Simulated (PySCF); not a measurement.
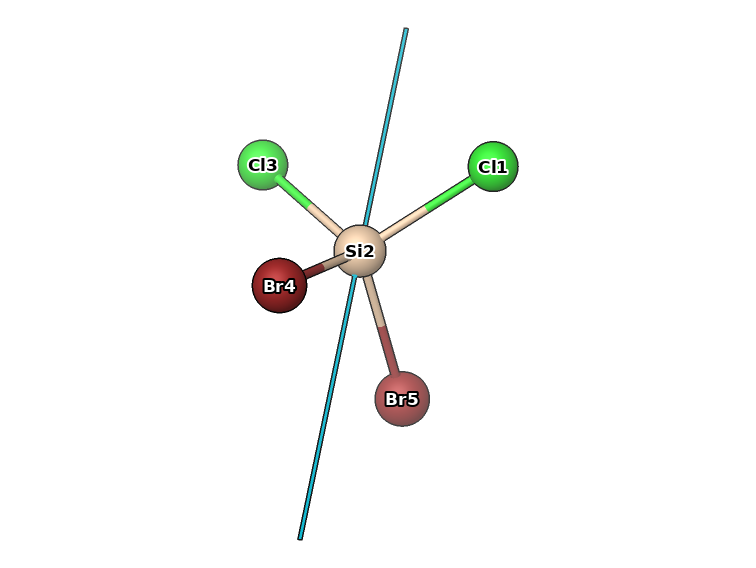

A line through the centre of mass is drawn in. Depth is shown by fading: the farther an atom, the more it takes the colour of the background. The computed structure is the end point of a PBE0-D3(BJ)/def2-TZVP optimisation. No frequency run is at hand to confirm it as a minimum.

**Is the line a proper rotation axis of the structure, and of what order?**

Yes, a C2 axis. A turn by 180° leaves Si2 in place and moves Cl1 ↔ Cl3; Br4 ↔ Br5. The point group is C2v.
